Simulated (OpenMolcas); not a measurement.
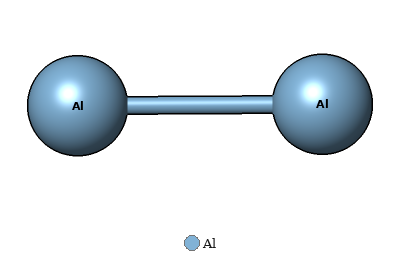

The molecule at the reference distance of 2.577 Å.

# Relativistic diatomic calculation for Al₂⁻ (part 1 of 2)

Al₂⁻. Computed at this level: SA-CASSCF(7,8)/XMS-CASPT2 + RASSI spin-orbit (X2C scalar, AMFI), ANO-RCC-VTZP (OpenMolcas).

### Log (extracts)
```
++    Wave function specifications:
      Number of closed shell electrons          20
      Number of electrons in active shells       7
      Number of inactive orbitals               10
      Number of active orbitals                  8
      Number of secondary orbitals              50
      Spin quantum number                      1.5
      State symmetry                             1
++    Orbital specifications:
      Symmetry species                           1   2
                                                 a   b
      Frozen orbitals                            0   0
      Inactive orbitals                          6   4
      Active orbitals                            4   4
      RAS2 orbitals                              4   4
      Secondary orbitals                        26  24
      Number of basis functions                 36  32
      printout of CI-coefficients larger than  0.15 for root  1
      energy=    -484.724952
      conf/sym  1111 2222     Coeff  Weight
            24  220u 00uu   0.93912 0.88194
      printout of CI-coefficients larger than  0.15 for root  2
      energy=    -484.656059
      conf/sym  1111 2222     Coeff  Weight
            21  220u 0uu0  -0.46419 0.21548
            22  220u u00u   0.46419 0.21548
            84  u202 00uu  -0.68339 0.46702
      printout of CI-coefficients larger than  0.15 for root  3
      energy=    -484.654309
      conf/sym  1111 2222     Coeff  Weight
            21  220u 0uu0  -0.67810 0.45982
            22  220u u00u  -0.67810 0.45982
      printout of CI-coefficients larger than  0.15 for root  4
      energy=    -484.654309
      conf/sym  1111 2222     Coeff  Weight
            20  220u u0u0   0.67810 0.45982
            23  220u 0u0u  -0.67810 0.45982
      printout of CI-coefficients larger than  0.15 for root  5
      energy=    -484.651129
      conf/sym  1111 2222     Coeff  Weight
            20  220u u0u0  -0.67945 0.46165
            23  220u 0u0u  -0.67945 0.46165
      Natural orbitals and occupation numbers for root  1
      sym 1:   1.894592   1.971977   0.031192   1.022166
      sym 2:   0.066381   0.066381   0.973656   0.973656
      Natural orbitals and occupation numbers for root  2
      sym 1:   1.458821   1.970124   0.031302   1.463079
      sym 2:   0.284476   0.284475   0.753861   0.753861
      Natural orbitals and occupation numbers for root  3
      sym 1:   1.919180   1.964683   0.030649   0.994271
      sym 2:   0.520123   0.520123   0.525486   0.525485
      Natural orbitals and occupation numbers for root  4
      sym 1:   1.919180   1.964683   0.030649   0.994271
      sym 2:   0.520123   0.520123   0.525485   0.525486
      Natural orbitals and occupation numbers for root  5
      sym 1:   1.914802   1.963424   0.030706   0.992983
      sym 2:   0.521053   0.521052   0.527990   0.527990
      RASSCF energy for state  5                   -484.65112892
::    RASSCF root number  1 Total energy:   -484.72495208
::    RASSCF root number  2 Total energy:   -484.65605899
::    RASSCF root number  3 Total energy:   -484.65430884
::    RASSCF root number  4 Total energy:   -484.65430884
::    RASSCF root number  5 Total energy:   -484.65112892
      Von Neumann Entropy (Root   1) =  2.01990
++    Wave function specifications:
      Number of closed shell electrons          12
      Number of electrons in active shells       7
      Number of inactive orbitals                6
      Number of active orbitals                  8
      Number of secondary orbitals              50
      Spin quantum number                      1.5
      State symmetry                             1
      Number of CSFs                           672
      Number of CASSCF root(s) available         5
      CASPT2 state passed to geometry opt.       5
      A file JOBMIX will be created
      This is a MULTI-STATE CASSCF reference
      Number of CI roots used                    5
      These are:                                 1   2   3   4   5
      Off-diagonal elements of Heff are computed
  FINAL CASPT2 RESULT:
      Reference energy:        -484.7249520762
      E2 (Non-variational):      -0.4260657272
      Shift correction:          -0.0027473164
      E2 (Variational):          -0.4288130436
      Total energy:            -485.1537651198
      Reference weight:           0.91765
  FINAL CASPT2 RESULT:
      Reference energy:        -484.6560589893
      E2 (Non-variational):      -0.4188621620
      Shift correction:          -0.0027391643
      E2 (Variational):          -0.4216013263
      Total energy:            -485.0776603156
      Reference weight:           0.92119
  FINAL CASPT2 RESULT:
      Reference energy:        -484.6543088408
      E2 (Non-variational):      -0.4245435519
      Shift correction:          -0.0024636572
      E2 (Variational):          -0.4270072091
      Total energy:            -485.0813160499
      Reference weight:           0.92113
  FINAL CASPT2 RESULT:
      Reference energy:        -484.6543088408
      E2 (Non-variational):      -0.4244692028
      Shift correction:          -0.0024511267
      E2 (Variational):          -0.4269203295
      Total energy:            -485.0812291704
      Reference weight:           0.92131
  FINAL CASPT2 RESULT:
      Reference energy:        -484.6511289238
      E2 (Non-variational):      -0.4242546634
      Shift correction:          -0.0024058390
      E2 (Variational):          -0.4266605024
      Total energy:            -485.0777894262
      Reference weight:           0.92170
       Total XMS-CASPT2 energies:
::    XMS-CASPT2 Root  1     Total energy:   -485.15376512
::    XMS-CASPT2 Root  2     Total energy:   -485.08131933
::    XMS-CASPT2 Root  3     Total energy:   -485.08122589
::    XMS-CASPT2 Root  4     Total energy:   -485.07778943
::    XMS-CASPT2 Root  5     Total energy:   -485.07766032
++    Wave function specifications:
      Number of closed shell electrons          20
      Number of electrons in active shells       7
      Number of inactive orbitals               10
      Number of active orbitals                  8
      Number of secondary orbitals              50
      Spin quantum number                      0.5
      State symmetry                             2
      printout of CI-coefficients larger than  0.15 for root  1
      energy=    -484.703723
      conf/sym  1111 2222     Coeff  Weight
            78  2200 002u   0.64700 0.41861
            84  2200 00u2   0.60739 0.36893
      printout of CI-coefficients larger than  0.15 for root  2
      energy=    -484.703723
      conf/sym  1111 2222     Coeff  Weight
            78  2200 002u   0.60739 0.36893
            84  2200 00u2  -0.64700 0.41861
      printout of CI-coefficients larger than  0.15 for root  3
      energy=    -484.680886
      conf/sym  1111 2222     Coeff  Weight
            19  2202 00u0   0.57251 0.32777
            20  2202 000u  -0.73075 0.53399
      printout of CI-coefficients larger than  0.15 for root  4
      energy=    -484.680886
      conf/sym  1111 2222     Coeff  Weight
            19  2202 00u0   0.73075 0.53399
            20  2202 000u   0.57251 0.32777
      printout of CI-coefficients larger than  0.15 for root  5
      energy=    -484.651229
      conf/sym  1111 2222     Coeff  Weight
            71  2200 u020  -0.19865 0.03946
            76  2200 u0du  -0.42188 0.17798
            77  2200 0udu  -0.34886 0.12170
            81  2200 0uud  -0.27910 0.07789
            82  2200 u002   0.38985 0.15198
            83  2200 0u02  -0.33818 0.11437
           584  u20u 00d2  -0.31335 0.09819
      printout of CI-coefficients larger than  0.15 for root  6
      energy=    -484.651229
      conf/sym  1111 2222     Coeff  Weight
            71  2200 u020   0.33818 0.11437
            72  2200 0u20   0.38985 0.15198
            77  2200 0udu  -0.28117 0.07906
            80  2200 u0ud  -0.44167 0.19507
            81  2200 0uud   0.32481 0.10550
            83  2200 0u02  -0.19865 0.03946
           581  u20u 002d   0.31335 0.09819
      Natural orbitals and occupation numbers for root  1
      sym 1:   1.842599   1.968933   0.019217   0.203052
      sym 2:   0.151780   0.072726   1.783148   0.958545
      Natural orbitals and occupation numbers for root  2
      sym 1:   1.842600   1.968933   0.019217   0.203052
      sym 2:   0.072726   0.151780   0.958545   1.783148
      Natural orbitals and occupation numbers for root  3
      sym 1:   1.908186   1.958742   0.034728   1.865695
      sym 2:   0.064544   0.054031   0.122565   0.991509
      Natural orbitals and occupation numbers for root  4
      sym 1:   1.908186   1.958742   0.034728   1.865695
      sym 2:   0.054031   0.064544   0.991509   0.122565
      Natural orbitals and occupation numbers for root  5
      sym 1:   1.694614   1.954691   0.020632   0.297237
      sym 2:   0.533673   0.422332   0.613801   1.463020
      Natural orbitals and occupation numbers for root  6
      sym 1:   1.694614   1.954691   0.020632   0.297237
      sym 2:   0.422332   0.533673   1.463020   0.613801
      RASSCF energy for state  6                   -484.65122927
::    RASSCF root number  1 Total energy:   -484.70372318
::    RASSCF root number  2 Total energy:   -484.70372318
::    RASSCF root number  3 Total energy:   -484.68088569
::    RASSCF root number  4 Total energy:   -484.68088569
::    RASSCF root number  5 Total energy:   -484.65122927
::    RASSCF root number  6 Total energy:   -484.65122927
      Von Neumann Entropy (Root   1) =  1.64296
++    Wave function specifications:
      Number of closed shell electrons          12
      Number of electrons in active shells       7
      Number of inactive orbitals                6
      Number of active orbitals                  8
      Number of secondary orbitals              50
      Spin quantum number                      0.5
      State symmetry                             2
      Number of CSFs                          1176
      Number of CASSCF root(s) available         6
      CASPT2 state passed to geometry opt.       6
      A file JOBMIX will be created
      This is a MULTI-STATE CASSCF reference
      Number of CI roots used                    6
      These are:                                 1   2   3   4   5   6
      Off-diagonal elements of Heff are computed
  FINAL CASPT2 RESULT:
      Reference energy:        -484.7037231951
      E2 (Non-variational):      -0.4307879882
      Shift correction:          -0.0030379813
      E2 (Variational):          -0.4338259695
      Total energy:            -485.1375491645
      Reference weight:           0.91304
  FINAL CASPT2 RESULT:
      Reference energy:        -484.7037231942
      E2 (Non-variational):      -0.4307879973
      Shift correction:          -0.0030379813
      E2 (Variational):          -0.4338259786
      Total energy:            -485.1375491728
      Reference weight:           0.91304
  FINAL CASPT2 RESULT:
      Reference energy:        -484.6808856986
      E2 (Non-variational):      -0.4271560909
      Shift correction:          -0.0029157911
      E2 (Variational):          -0.4300718821
      Total energy:            -485.1109575806
      Reference weight:           0.91560
  FINAL CASPT2 RESULT:
      Reference energy:        -484.6808856974
      E2 (Non-variational):      -0.4271560842
      Shift correction:          -0.0029157902
      E2 (Variational):          -0.4300718744
      Total energy:            -485.1109575719
      Reference weight:           0.91560
  FINAL CASPT2 RESULT:
      Reference energy:        -484.6512292804
      E2 (Non-variational):      -0.4234558990
      Shift correction:          -0.0032533129
      E2 (Variational):          -0.4267092119
      Total energy:            -485.0779384923
      Reference weight:           0.91504
  FINAL CASPT2 RESULT:
      Reference energy:        -484.6512292800
      E2 (Non-variational):      -0.4234558995
      Shift correction:          -0.0032533130
      E2 (Variational):          -0.4267092125
      Total energy:            -485.0779384925
      Reference weight:           0.91504
       Total XMS-CASPT2 energies:
::    XMS-CASPT2 Root  1     Total energy:   -485.13206969
::    XMS-CASPT2 Root  2     Total energy:   -485.13206968
::    XMS-CASPT2 Root  3     Total energy:   -485.11643706
::    XMS-CASPT2 Root  4     Total energy:   -485.11643706
::    XMS-CASPT2 Root  5     Total energy:   -485.07793849
::    XMS-CASPT2 Root  6     Total energy:   -485.07793849
++    Wave function specifications:
      Number of closed shell electrons          20
      Number of electrons in active shells       7
      Number of inactive orbitals               10
      Number of active orbitals                  8
      Number of secondary orbitals              50
      Spin quantum number                      0.5
      State symmetry                             1
      printout of CI-coefficients larger than  0.15 for root  1
      energy=    -484.698844
      conf/sym  1111 2222     Coeff  Weight
            64  220u 00du   0.81696 0.66742
            67  220u 00ud  -0.47167 0.22247
      printout of CI-coefficients larger than  0.15 for root  2
      energy=    -484.698420
      conf/sym  1111 2222     Coeff  Weight
            61  220u 0020   0.42029 0.17664
            64  220u 00du   0.36231 0.13127
            67  220u 00ud   0.62754 0.39380
            68  220u 0002  -0.42029 0.17664
      printout of CI-coefficients larger than  0.15 for root  3
      energy=    -484.698420
      conf/sym  1111 2222     Coeff  Weight
            61  220u 0020   0.51238 0.26253
            64  220u 00du  -0.29719 0.08832
            67  220u 00ud  -0.51474 0.26496
            68  220u 0002  -0.51238 0.26253
      printout of CI-coefficients larger than  0.15 for root  4
      energy=    -484.689713
      conf/sym  1111 2222     Coeff  Weight
            53  220u 2000   0.15874 0.02520
            56  220u 0200   0.15874 0.02520
            61  220u 0020  -0.65240 0.42562
            68  220u 0002  -0.65240 0.42562
      printout of CI-coefficients larger than  0.15 for root  5
      energy=    -484.650240
      conf/sym  1111 2222     Coeff  Weight
            57  220u d0u0   0.17562 0.03084
            58  220u 0du0  -0.25732 0.06621
            59  220u u0d0   0.33439 0.11182
            60  220u 0ud0  -0.48997 0.24007
            62  220u d00u   0.25732 0.06621
            63  220u 0d0u   0.17562 0.03084
            65  220u u00d   0.48997 0.24007
            66  220u 0u0d   0.33439 0.11182
      printout of CI-coefficients larger than  0.15 for root  6
      energy=    -484.630806
      conf/sym  1111 2222     Coeff  Weight
            57  220u d0u0  -0.48776 0.23791
            59  220u u0d0   0.38882 0.15118
            63  220u 0d0u   0.48776 0.23791
            66  220u 0u0d  -0.38882 0.15118
           221  u202 0020  -0.21246 0.04514
           228  u202 0002   0.21246 0.04514
      printout of CI-coefficients larger than  0.15 for root  7
      energy=    -484.630806
      conf/sym  1111 2222     Coeff  Weight
            58  220u 0du0   0.48777 0.23792
            60  220u 0ud0  -0.38882 0.15118
            62  220u d00u   0.48777 0.23792
            65  220u u00d  -0.38882 0.15118
           224  u202 00du   0.15023 0.02257
           227  u202 00ud   0.26021 0.06771
      Natural orbitals and occupation numbers for root  1
      sym 1:   1.905374   1.972299   0.052463   1.005739
      sym 2:   0.056647   0.056647   0.975416   0.975416
      Natural orbitals and occupation numbers for root  2
      sym 1:   1.912708   1.973018   0.035649   1.007884
      sym 2:   0.081167   0.081167   0.954204   0.954204
      Natural orbitals and occupation numbers for root  3
      sym 1:   1.912708   1.973018   0.035649   1.007884
      sym 2:   0.081167   0.081167   0.954204   0.954204
      Natural orbitals and occupation numbers for root  4
      sym 1:   1.898447   1.954328   0.036SPIN-FREE ENERGIES:
  (Shifted by EMIN (a.u.) =       -485.1537651198)
 SF State       Relative EMIN(au)   Rel lowest level(eV)    D:o, cm**(-1)      Abs_M
     1             0.0000000000        0.0000000000              0.0000         0.0
     6             0.0216954324        0.5903627903           4761.5970         1.0
     7             0.0216954405        0.5903630099           4761.5988         1.0
    12             0.0222086105        0.6043270773           4874.2266         2.0
    13             0.0224305244        0.6103656618           4922.9311         2.0
    14             0.0227597439        0.6193241808           4995.1864         0.0
    15             0.0333173552        0.9066114223           7312.3143         0.0
     8             0.0373280561        1.0157481525           8192.5614         1.0
     9             0.0373280604        1.0157482689           8192.5623         1.0
    19             0.0615286521        1.6742799177          13503.9782         1.0
    20             0.0615286521        1.6742799177          13503.9782         1.0
     2             0.0724457906        1.9713503890          15900.0132         2.0
     3             0.0725392287        1.9738929708          15920.5205         2.0
    16             0.0735749206        2.0020755830          16147.8286         0.0
    10             0.0758266272        2.0633476402          16642.0211         1.0
    11             0.0758266272        2.0633476402          16642.0211         1.0
     4             0.0759756934        2.0674039397          16674.7373         0.0
     5             0.0761048043        2.0709172260          16703.0739         0.0
    17             0.0946664667        2.5760057888          20776.8879         2.0
    18             0.0947083102        2.5771444092          20786.0715         2.0
    21             0.0947540854        2.5783900172          20796.1180         1.0
    22             0.0947540854        2.5783900172          20796.1180         1.0
    23             0.1092509772        2.9728705372          23977.8179         1.0
    24             0.1092509881        2.9728708361          23977.8203         1.0
```

(Continued in part 2.) Outcome of the run: converged; whether the anion is bound against detachment isn't tested.
